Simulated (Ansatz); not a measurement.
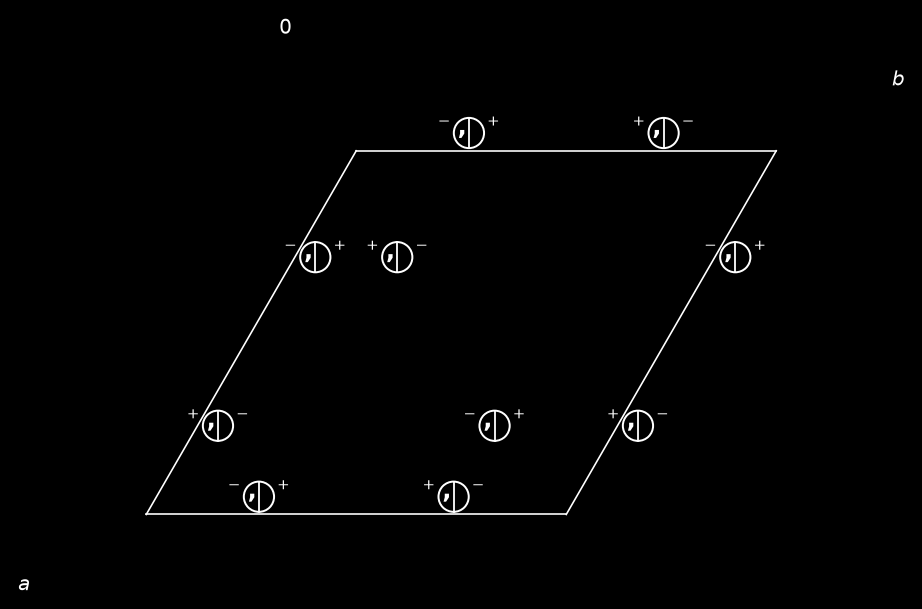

General positions of a space group, projected down c, computed from the operations of a computed or model structure of composition WC.

A circle is a general position, a comma marks the mirror image, + and − with a fraction give the height (along the projection axis: ½+ is ½ plus the coordinate, − is its negative), and a split circle stands for two positions above each other.

Identify the space group.

P-6m2, No. 187; primitive hexagonal, point group -6m2, 12 general positions a cell.

Write the general positions (in any order).

x, y, z
−x+y, −x, −z
−y, x−y, z
x, y, −z
−x+y, −x, z
−y, x−y, −z
−y, −x, −z
x, x−y, z
−x+y, y, −z
−y, −x, z
x, x−y, −z
−x+y, y, z
